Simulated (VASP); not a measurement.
Band structure of NdGa$_{2}$ (space group P6/mmm). Method: SCAN meta-GGA, VASP's PBE PAW potentials (set 64) (plane waves; VASP 6.6.1).

The 4f electrons are frozen in the core of the lanthanide potential, so 4f levels, which can set the real gap, and their magnetism are missing.

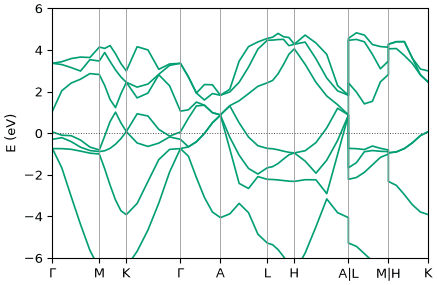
Figure: Bands along high-symmetry lines, zero at the valence-band maximum or, without a gap, the Fermi level

Task: Read the plot: is there a gap, and where are the band edges?

Result: It has no gap at this level: it comes out as a metal or semimetal.

The structure comes from a measured NdGa2 entry (P6/mmm) of the Crystallography Open Database, whose conditions weren't checked. It was relaxed first. The electron count is odd and the run is not spin-polarised, which forces a metal.
